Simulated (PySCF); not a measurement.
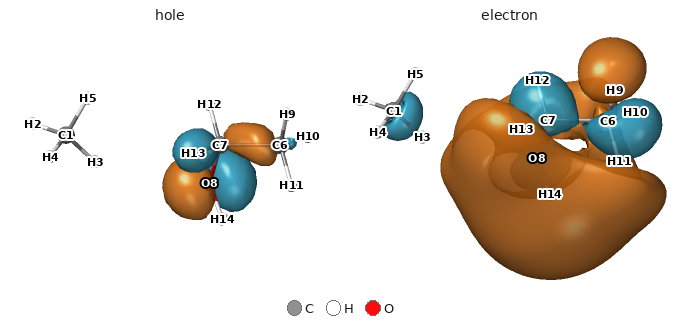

Figure. C3H10O, SMILES `C.CCO`. Leading natural transition orbital pair of S₁ (TDA singlet states); the surfaces enclose about 78 % of each orbital's density.

Method: B3LYP/def2-SVP; geometry: an unrelaxed start of a pair search; program: PySCF. Without diffuse functions Rydberg states are missing, so the states' numbers hold for this basis only.

Give its energy and the atoms that hole and electron lie on.

Answer. 7.26 eV (171 nm), f = 0.008; the leading pair carries 100 %; hole on O8 (67 %), C7 (11 %) and H13 (7 %), electron on H14 (37 %), O8 (16 %) and H11 (9 %); their centroids lie 0.9 Å apart. In canonical orbitals it is mainly HOMO → LUMO (95 %). The HOMO–LUMO gap is 8.56 eV.
